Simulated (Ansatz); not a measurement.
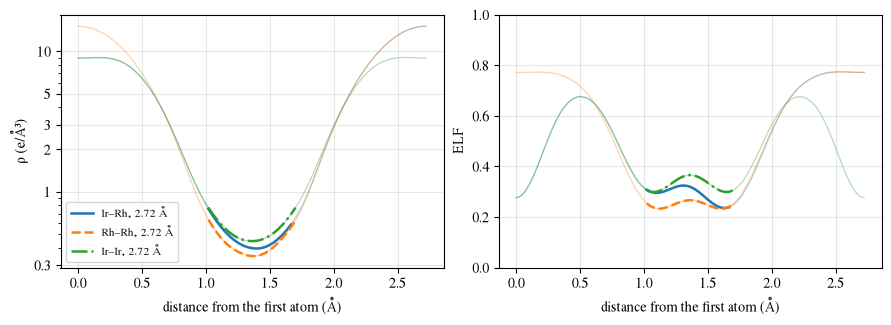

Figure. Ir3Rh2. Valence pseudo-density and ELF along straight lines between neighbouring atoms. Thin, pale parts lie inside the atomic spheres.

Space group R-3m; a structure generated by program, which may or may not match a known phase; computed without spin polarisation.

The calculation used DFT PBE, scalar-relativistic, plane waves, PAW in Ansatz 0.2.0.

In a PAW calculation such maps are meaningful between the atoms, not at the nuclei.

### What can be read from the curves?

Ir–Rh (2.72 Å): ρ at the midpoint is about 0.4 e/Å³; the ELF is about 0.30 at the midpoint.
Rh–Rh (2.72 Å): ρ at the midpoint is about 0.35 e/Å³; the ELF is about 0.25 at the midpoint (no shared electron pair shows on this line).
Ir–Ir (2.72 Å): ρ at the midpoint is about 0.44 e/Å³; the ELF is about 0.35 at the midpoint: no localised pair shows between them.
